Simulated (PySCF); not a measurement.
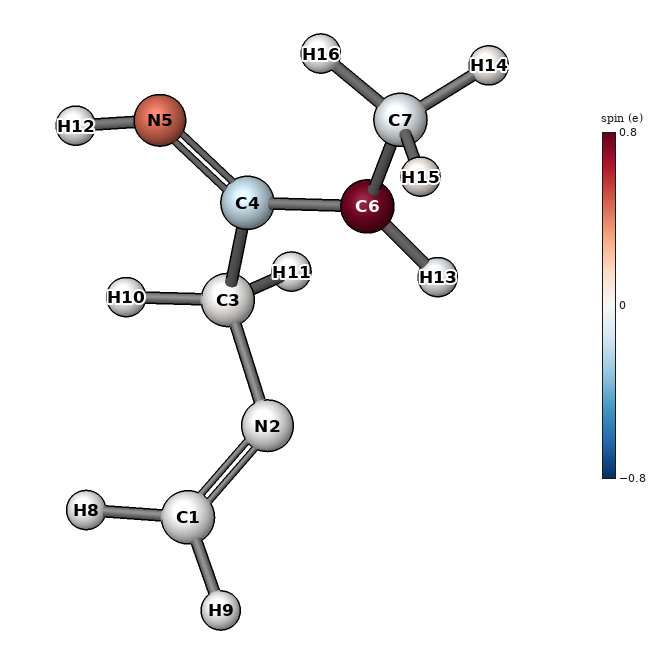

Atoms are coloured by their Mulliken spin populations. Charge 0, doublet. Computed geometry: GFN2-xTB optimisation. No frequency run is at hand to confirm it as a minimum. Method: UKS B3LYP, pcH-1 on C H N, non-relativistic (PySCF 2.14.0).

List the Mulliken spin populations.

```tsv
atom	value (e)
C1	0.00
N2	0.00
C3	0.01
C4	−0.18
N5	0.45
C6	0.77
C7	−0.06
H8	0.00
H9	0.00
H10	0.00
H11	0.00
H12	−0.02
H13	−0.03
H14	0.03
H15	0.03
H16	0.00
```

Mulliken values depend strongly on the basis set.
